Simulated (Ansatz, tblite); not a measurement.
# SiH2: rung by rung, part 2 of 2

How do method and basis change the picture of SiH2 (singlet)?

Ansatz 0.2.0, Gaussian basis; as each input shows.

## Step 18: r2SCAN-D4/def2-TZVPD

Contents of in.yaml:

```yaml
crystal:
  periodic: [false, false, false]
  atoms:
    - {symbol: Si, position_ang: [0.005873, -0.008885, -0.713619]}
    - {symbol: H, position_ang: [1.082244, -0.019050, 0.366034]}
    - {symbol: H, position_ang: [-1.088118, 0.027935, 0.347585]}
basis:
  gaussian: {orbitals: def2-TZVPD, initial_orbitals: start.molden}
hamiltonian: {xc: r2scan, dispersion: d4}
scf: {omitted_lower_state_checks: [starts]}
output: {orbitals: {seedname: orbitals}}
```

Command:

```bash
ansatz run in.yaml --threads 4 --pin off --events-out ev --progress --plain --max-ram 3916MiB
```

What it wrote:

```text
Functional definition: r2SCAN
  name "r2SCAN"
  cite "Furness, Kaplan, Ning, Perdew & Sun, J. Phys. Chem. Lett. 11, 8208 (2020) doi:10.1021/acs.jpclett.0c02405"
  cite "Furness, Kaplan, Ning, Perdew & Sun, J. Phys. Chem. Lett. 11, 9248 (2020) doi:10.1021/acs.jpclett.0c03077"
  parent r2scan
  parameter k0 = 0.174
  parameter k1 = 0.065
  parameter a1 = 4.9479
  exchange = r2scan_x(k0 = k0, k1 = k1, a1 = a1)
  correlation = r2scan_c
these checks for a lower state are left out or cut short: starts
377 factors; their error is unknown
mean field evaluation 1: about -7907.0268 eV, gradient 4.8e0 eV
mean field evaluation 2: about -7907.0416 eV, gradient 2.5e-2 eV
mean field evaluation 4: about -7907.0353 eV, gradient 1.9e-5 eV
mean field -7907.03529521 eV, -290.5781875179 hartree, gradient 6.7e-5 eV, S^2 0.000000; 0 other end points of the search recorded, 0 dependent functions left out
reference -7907.03530403 eV, -290.5781878421 hartree; 8, 8 occupied and 53, 53 virtual orbitals, 377 factors
Total energy: -7907.04019907 eV, -290.5783677316 hartree
Checks for a lower state left out: starts
```

It took 0.45 s on 4 threads of Arm Neoverse V2, shared host.

From the report: HOMO -6.05 eV, LUMO -3.83 eV.

## Step 19: CCSD(T)/def2-TZVPP

in.yaml: that of step 18 with these lines changed.

```diff
@@ -7,4 +7,4 @@
 basis:
-  gaussian: {orbitals: def2-TZVPD, initial_orbitals: start.molden}
-hamiltonian: {xc: r2scan, dispersion: d4}
+  gaussian: {orbitals: def2-TZVPP, initial_orbitals: start.molden}
+correlation: {method: ccsd_t}
 scf: {omitted_lower_state_checks: [starts]}
```

The command is unchanged.

What it wrote, cut to the lines that bear on the results:

```text
Functional definition: HF
  name "HF"
  cite "Fock, Z. Phys. 61, 126 (1930) doi:10.1007/BF01340294"
  parent pbe
[...]
395 factors; integrals over basis functions are off by at most 6.2e-4 eV
[...]
mean field -7892.01212823 eV, -290.0260963146 hartree, gradient 6.0e-6 eV, S^2 0.000000; 0 other end points of the search recorded, 0 dependent functions left out; unrestricted orbitals would lower it
5 core orbitals not correlated: weight in the atoms' cores, before any rotation towards them, 1.000 or more for the frozen orbitals, at most 0.000 for the correlated occupied ones
reference -7892.01212823 eV, -290.0260963146 hartree; 3, 3 occupied and 62, 62 virtual orbitals, 395 factors
second order -2.98445264 eV of doubles, -0.00000000 eV of singles
cycle   1  -3.48897801 eV  change   -5.0e-1 eV  update   6.3e-2
[...]
cycle  10  -3.73276775 eV  change   -5.8e-6 eV  update   2.6e-6
perturbative correction -0.10178480 eV, -0.0037405225 hartree
Total energy: -7895.84668079 eV, -290.1670135218 hartree
Checks for a lower state left out: starts
```

Run time: 0.25 s. Hardware: 4 threads of Arm Neoverse V2, shared host.

Report: Hartree-Fock HOMO -9.26 eV, LUMO 0.15 eV; T1 0.014. Doubts: restricted state is unstable towards broken spin symmetry.

## Step 20: MP2/def2-TZVP

in.yaml: that of step 19 with these lines changed.

```diff
@@ -7,4 +7,4 @@
 basis:
-  gaussian: {orbitals: def2-TZVPP, initial_orbitals: start.molden}
-correlation: {method: ccsd_t}
+  gaussian: {orbitals: def2-TZVP, initial_orbitals: start.molden}
+correlation: {method: mp2}
 scf: {omitted_lower_state_checks: [starts]}
```

Launched as before.

What it wrote, cut to the lines that bear on the results:

```text
Functional definition: HF
  name "HF"
  cite "Fock, Z. Phys. 61, 126 (1930) doi:10.1007/BF01340294"
  parent pbe
[...]
318 factors; integrals over basis functions are off by at most 5.8e-4 eV
[...]
mean field -7892.00328445 eV, -290.0257713117 hartree, gradient 8.8e-6 eV, S^2 0.000000; 0 other end points of the search recorded, 0 dependent functions left out; unrestricted orbitals would lower it
5 core orbitals not correlated: weight in the atoms' cores, before any rotation towards them, 1.000 or more for the frozen orbitals, at most 0.000 for the correlated occupied ones
reference -7892.00328445 eV, -290.0257713117 hartree; 3, 3 occupied and 41, 41 virtual orbitals, 318 factors
second order -2.78431873 eV of doubles, -0.00000000 eV of singles
Total energy: -7894.78760318 eV, -290.1280931378 hartree
Checks for a lower state left out: starts
```

It took 0.1 s on 4 threads of Arm Neoverse V2, shared host.

Hartree-Fock HOMO -9.25 eV, LUMO 0.15 eV. Doubts: restricted state is unstable towards broken spin symmetry.

## Step 21: RPA/def2-TZVP

in.yaml: that of step 20 with these lines changed.

```diff
@@ -8,4 +8,4 @@
   gaussian: {orbitals: def2-TZVP, initial_orbitals: start.molden}
-correlation: {method: mp2}
+hamiltonian: {xc: pbe}
+correlation: {method: rpa}
 scf: {omitted_lower_state_checks: [starts]}
-output: {orbitals: {seedname: orbitals}}
```

The command is unchanged.

What it wrote, cut to the lines that bear on the results:

```text
Functional definition: PBE
  name "PBE"
  cite "Perdew, Burke & Ernzerhof, Phys. Rev. Lett. 77, 3865 (1996) doi:10.1103/PhysRevLett.77.3865"
  parent pbe
[...]
318 factors; integrals over basis functions are off by at most 5.8e-4 eV
[...]
mean field -7903.76038843 eV, -290.4578369137 hartree, gradient 1.5e-6 eV, S^2 0.000000; 0 other end points of the search recorded, 0 dependent functions left out
5 core orbitals not correlated: weight in the atoms' cores, before any rotation towards them, 1.000 or more for the frozen orbitals, at most 0.000 for the correlated occupied ones
reference -7891.63850010 eV, -290.0123657338 hartree; 3, 3 occupied and 41, 41 virtual orbitals, 318 factors
Total energy: -7897.85730934 eV, -290.2409027584 hartree
Checks for a lower state left out: starts
```

It took 0.25 s on 4 threads of Arm Neoverse V2, shared host.

## Step 22: CCSD(T)/def2-TZVPD

in.yaml: that of step 21 with these lines changed.

```diff
@@ -7,5 +7,5 @@
 basis:
-  gaussian: {orbitals: def2-TZVP, initial_orbitals: start.molden}
-hamiltonian: {xc: pbe}
-correlation: {method: rpa}
+  gaussian: {orbitals: def2-TZVPD, initial_orbitals: start.molden}
+correlation: {method: ccsd_t}
 scf: {omitted_lower_state_checks: [starts]}
+output: {orbitals: {seedname: orbitals}}
```

Same command.

What it wrote, cut to the lines that bear on the results:

```text
Functional definition: HF
  name "HF"
  cite "Fock, Z. Phys. 61, 126 (1930) doi:10.1007/BF01340294"
  parent pbe
[...]
416 factors; integrals over basis functions are off by at most 4.3e-4 eV
[...]
mean field -7892.00874073 eV, -290.0259718263 hartree, gradient 3.0e-6 eV, S^2 0.000000; 0 other end points of the search recorded, 0 dependent functions left out; unrestricted orbitals would lower it
5 core orbitals not correlated: weight in the atoms' cores, before any rotation towards them, 1.000 or more for the frozen orbitals, at most 0.000 for the correlated occupied ones
reference -7892.00874073 eV, -290.0259718263 hartree; 3, 3 occupied and 53, 53 virtual orbitals, 416 factors
second order -2.81335393 eV of doubles, -0.00000000 eV of singles
cycle   1  -3.34219980 eV  change   -5.3e-1 eV  update   6.4e-2
[...]
cycle  11  -3.59034506 eV  change   -1.5e-7 eV  update   1.1e-6
perturbative correction -0.09792882 eV, -0.0035988178 hartree
Total energy: -7895.69701461 eV, -290.1615133914 hartree
Checks for a lower state left out: starts
```

Run time: 0.2 s. Hardware: 4 threads of Arm Neoverse V2, shared host.

From the report: Hartree-Fock HOMO -9.26 eV, LUMO 0.14 eV; T1 0.014. Doubts: restricted state is unstable towards broken spin symmetry.

## Step 23: Levels side by side

```csv
level,functions,HOMO (eV),LUMO (eV),gap (eV),time
HF/STO-3G,11,-6.36,5.98,12.34,0.05 s
HF/def2-TZVP,49,-9.25,0.15,9.40,0.1 s
PBE-D4/def2-SVP,28,-5.76,-3.98,1.78,0.1 s
PBE-D4/def2-TZVP,49,-5.84,-4.02,1.82,0.15 s
PBE-D4/def2-TZVPD,61,-5.86,-4.04,1.82,0.2 s
r2SCAN-D4/def2-TZVP,49,-6.05,-3.82,2.22,0.45 s
r2SCAN-D4/def2-TZVPD,61,-6.05,-3.83,2.22,0.45 s
r2SCANh-D4/def2-TZVP,49,-6.43,-3.49,2.94,0.4 s
PBE0-D4/def2-SVP,28,-6.83,-3.07,3.76,0.15 s
PBE0-D4/def2-TZVP,49,-6.88,-3.10,3.78,0.2 s
PBE0-D4/def2-TZVPD,61,-6.89,-3.11,3.78,0.2 s
r2SCAN0-D4/def2-TZVP,49,-7.01,-2.99,4.01,0.45 s
HSE06-D4/def2-TZVP,49,-6.48,-3.48,3.00,0.2 s
CAM-B3LYP-D4/def2-TZVP,49,-8.17,-1.97,6.19,0.2 s
ωB97M-V/def2-TZVP,49,-8.97,-1.07,7.89,0.4 s
```

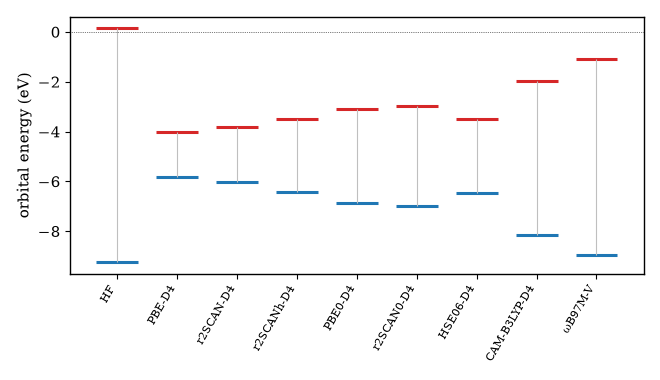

Highest filled (blue) and lowest empty (red) level in def2-TZVP.

Energy pieces by basis (eV):

```csv
basis,HF,MP2 correlation,CCSD correlation,(T),total
def2-TZVPP,-7892.0121,-2.9845,-3.7328,-0.1018,-7895.8467
def2-TZVP,-7892.0033,-2.7843,,,-7894.7876 (MP2)
def2-TZVPD,-7892.0087,-2.8134,-3.5903,-0.0979,-7895.6970
```

## Step 24: Binding energy

Free atoms were run apart at each level; binding is atoms less cluster, divided by the number of atoms, without zero-point or spin-orbit terms.

Differences are taken before rounding.

```csv
method,binding an atom (eV),from CCSD(T)/def2-TZVPP (eV),time
HF/STO-3G,2.391,+0.217,0.05 s
HF/def2-TZVP,1.591,-0.584,0.1 s
HF/def2-TZVPD,1.592,-0.582,
HF/def2-TZVPP,1.593,-0.581,
PBE-D4/def2-SVP,2.131,-0.043,0.1 s
PBE-D4/def2-TZVP,2.146,-0.028,0.15 s
PBE-D4/def2-TZVPD,2.147,-0.027,0.2 s
r2SCAN-D4/def2-TZVP,2.151,-0.023,0.45 s
r2SCAN-D4/def2-TZVPD,2.152,-0.022,0.45 s
r2SCANh-D4/def2-TZVP,2.145,-0.029,0.4 s
PBE0-D4/def2-SVP,2.117,-0.058,0.15 s
PBE0-D4/def2-TZVP,2.134,-0.040,0.2 s
PBE0-D4/def2-TZVPD,2.135,-0.039,0.2 s
r2SCAN0-D4/def2-TZVP,2.136,-0.038,0.45 s
HSE06-D4/def2-TZVP,2.135,-0.039,0.2 s
CAM-B3LYP-D4/def2-TZVP,2.222,+0.048,0.2 s
ωB97M-V/def2-TZVP,2.244,+0.070,0.4 s
MP2/def2-TZVP,2.021,-0.154,0.1 s
MP2/def2-TZVPD,2.029,-0.145,
CCSD/def2-TZVPD,2.120,-0.054,
CCSD/def2-TZVPP,2.163,-0.011,
CCSD(T)/def2-TZVPD,2.130,-0.044,0.2 s
CCSD(T)/def2-TZVPP,2.174,0,0.25 s
```

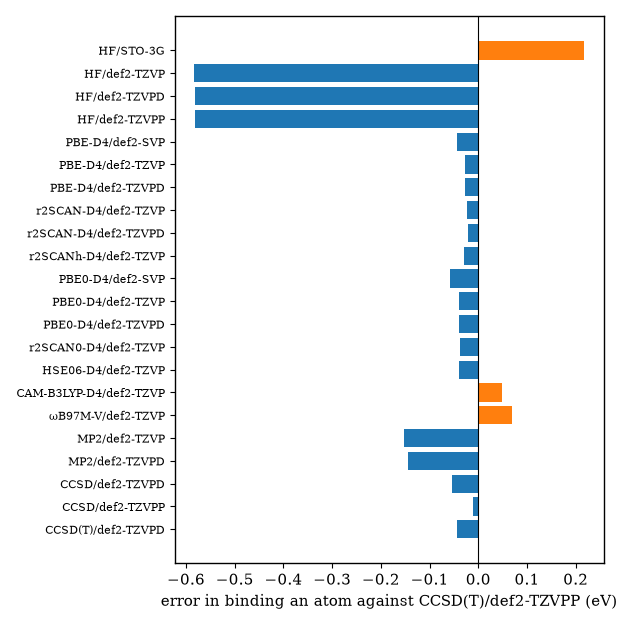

Error of each method against CCSD(T)/def2-TZVPP.

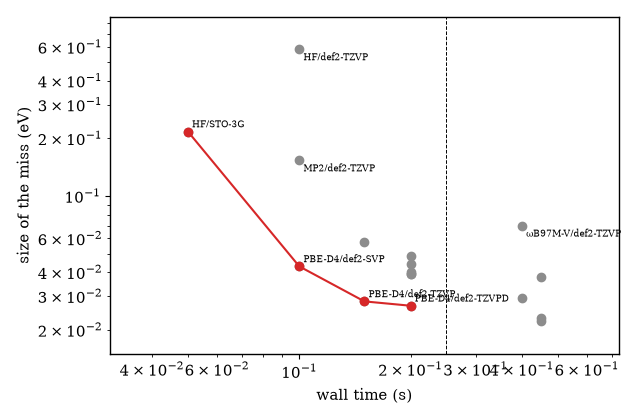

Accuracy for the time spent; red marks the levels that beat every quicker one drawn (of those quicker than the yardstick), and the dashed line is the time of CCSD(T)/def2-TZVPP. Only those levels and the largest misses are named. Times are from a shared host. Runs this short are mostly start-up, so their order is noise.

## Step 25: What came out

This closing draws on all 2 parts.

| quantity | value |
| --- | --- |
| gap in def2-TZVP, named functionals and Hartree-Fock, smallest and largest | 1.82 eV (PBE-D4), 9.40 eV (HF) |
| correlation energy, CCSD(T)/def2-TZVPP | -3.83 eV |
| correlation energy, MP2/def2-TZVP | -2.78 eV |
| correlation energy, CCSD(T)/def2-TZVPD | -3.69 eV |
| binding an atom, CCSD(T)/def2-TZVPP | 2.174 eV |
| PBE0 total energy, smallest basis above largest | 2.75 eV (def2-SVP, def2-TZVPD) |

In words: Orbital gaps of the named functionals and Hartree-Fock in def2-TZVP span 1.82 eV (PBE-D4) to 9.40 eV (HF); exact exchange widens it. A small miss in a minimal or small basis is a cancelling of errors, not accuracy. The functionals in def2-TZVP miss CCSD(T)/def2-TZVPP by -0.040 (PBE0-D4) to +0.070 eV (ωB97M-V) an atom. The reference is CCSD(T) in one finite basis, so it carries an error of its own, often a tenth of an eV or more, and near misses can't be ranked.

PBE-D4/def2-TZVPD reaches 0.027 eV from the reference in 0.2 s, where CCSD(T)/def2-TZVPP took 0.25 s. The slowest run with a step of its own, r2SCAN-D4/def2-TZVP, took 0.45 s; the quickest functional in def2-TZVP took 0.15 s (shared host).
